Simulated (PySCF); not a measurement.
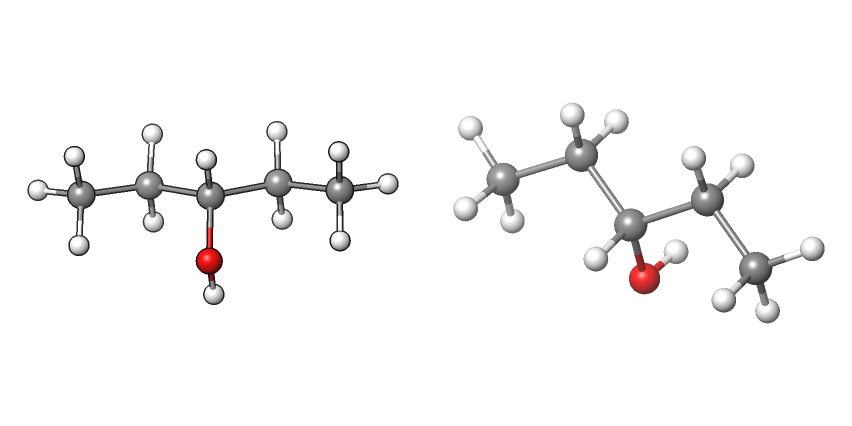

Two views of one molecule. Colours: carbon grey, oxygen red, hydrogen white.

The computed structure is the end point of a PBE0-D3(BJ)/def2-SVP optimisation. No frequency run is at hand to confirm it as a minimum.

Identify the structure.

The molecule is C5H12O. As SMILES it reads `CCC(O)CC`. It has no ring. Among its groups: alcohol. This geometry has Cs symmetry. Coordination: 5 C tetrahedral; 1 O bent.

More results for the same structure follow; atom numbers are the same in all pictures, views and colours differ.

**Geometry**

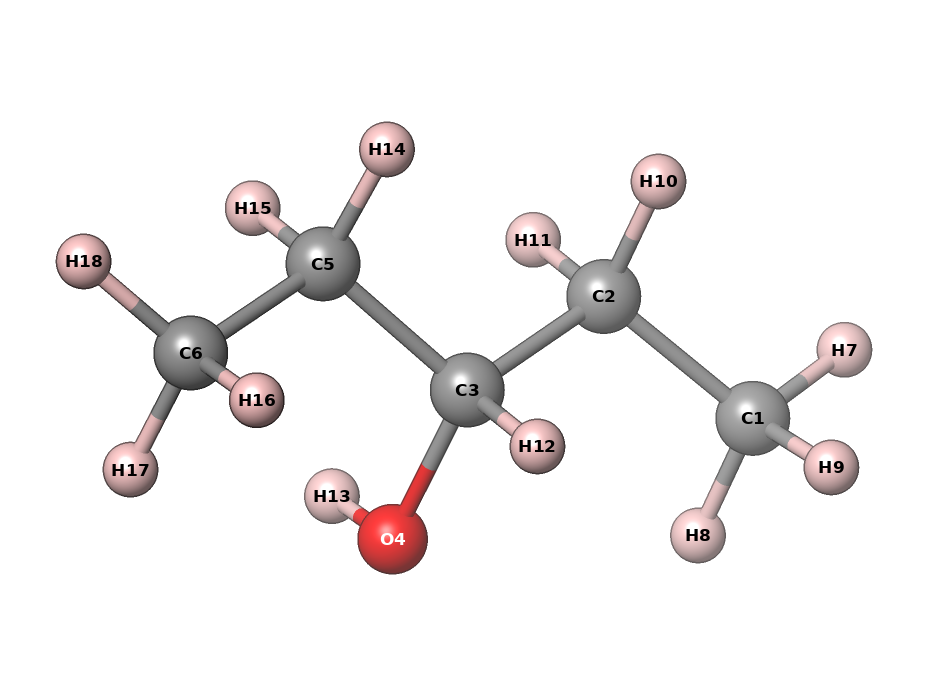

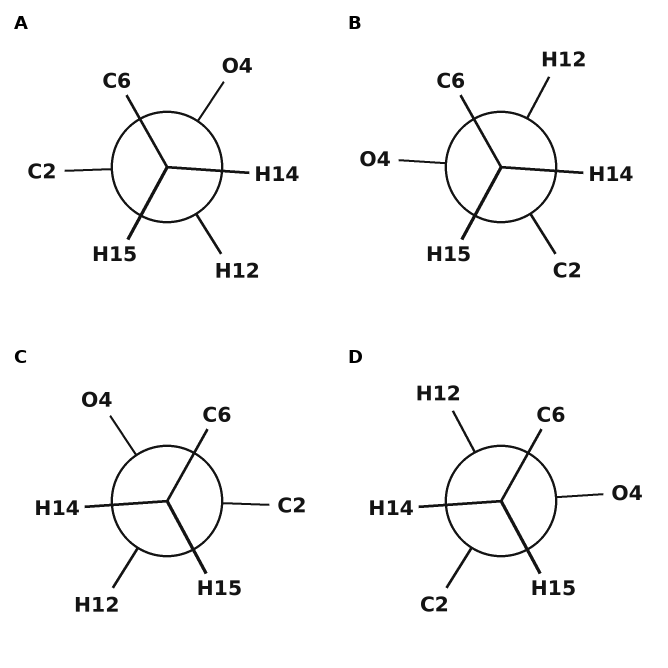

Atoms fade into the background with distance from the viewer. Bonds that would overlap in a projection are set slightly apart. No frequency run is at hand to confirm it as a minimum.

Question: Which Newman projection shows the view along C5–C3, with C5 in front?

Answer: D. The torsion angle C6–C5–C3–O4 is 57°, synclinal (gauche).

**Electronic properties**

No frequency run is at hand to confirm it as a minimum. Method: B3LYP/pcJ-1, gas phase (PySCF 2.14.0).

Predict the main results.

- dipole moment: 1.57 D
- HOMO energy (Kohn–Sham orbital): −7.48 eV
- LUMO energy (Kohn–Sham orbital): 0.94 eV
- HOMO–LUMO gap: 8.42 eV

**NMR shielding**

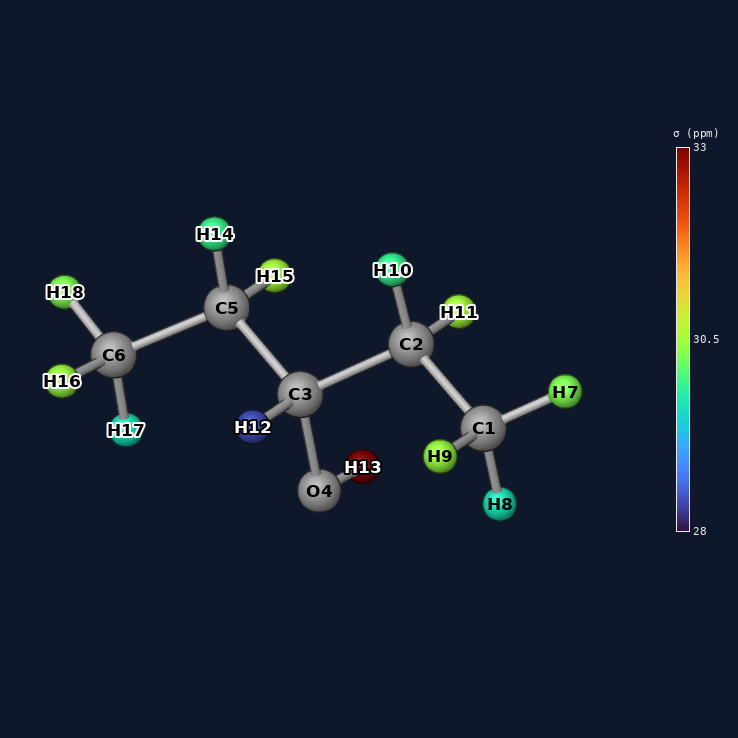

Atoms are coloured by their isotropic NMR shieldings (H only, the others grey). No frequency run is at hand to confirm it as a minimum. Properties computed with GIAO PBE0/pcSseg-1 NMR shielding, non-relativistic, gas phase (PySCF 2.14.0).

List the isotropic NMR shieldings of the H atoms.

| atom | σ (ppm) |
| --- | --- |
| H7 | 30.30 |
| H8 | 29.65 |
| H9 | 30.42 |
| H10 | 29.92 |
| H11 | 30.50 |
| H12 | 28.42 |
| H13 | 32.97 |
| H14 | 29.93 |
| H15 | 30.50 |
| H16 | 30.43 |
| H17 | 29.62 |
| H18 | 30.30 |

**Charges**

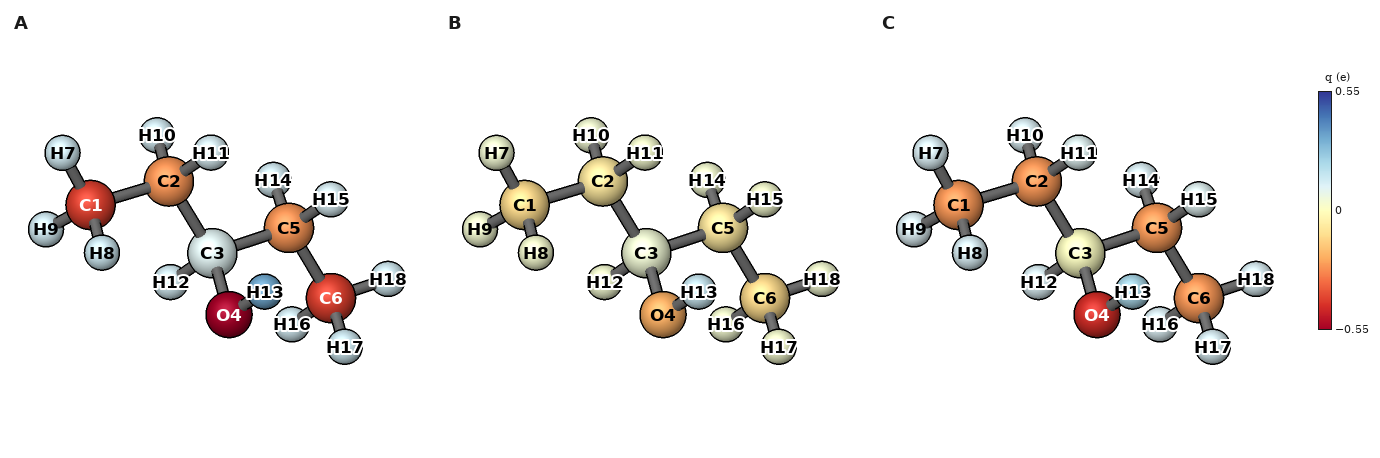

Atomic charges of one calculation by 3 schemes, on one colour scale. No frequency run is at hand to confirm it as a minimum. Level of theory: PBE0/pcSseg-1 (PySCF 2.14.0).

Question: The schemes are Hirshfeld, IAO, Mulliken. Which panel shows which?

Answer: A IAO, B Hirshfeld, C Mulliken.

List the charges (e), one line for each set of equivalent atoms. Atoms whose distances differ by more than 0.02 Å in this geometry are listed apart.

| atom | IAO | Hirshfeld | Mulliken |
| --- | --- | --- | --- |
| C1 | −0.41 | −0.12 | −0.26 |
| C2, C5 | −0.26 | −0.07 | −0.25 |
| C3 | 0.10 | 0.05 | 0.00 |
| O4 | −0.55 | −0.21 | −0.44 |
| C6 | −0.41 | −0.12 | −0.26 |
| H7 | 0.14 | 0.04 | 0.12 |
| H8 | 0.14 | 0.03 | 0.12 |
| H9 | 0.13 | 0.04 | 0.11 |
| H10, H14 | 0.13 | 0.04 | 0.12 |
| H11, H15 | 0.12 | 0.03 | 0.10 |
| H12 | 0.13 | 0.04 | 0.12 |
| H13 | 0.34 | 0.16 | 0.22 |
| H16 | 0.13 | 0.04 | 0.11 |
| H17 | 0.14 | 0.03 | 0.12 |
| H18 | 0.14 | 0.04 | 0.12 |

Mulliken values depend strongly on the basis set and can even reverse the polarity of a bond.
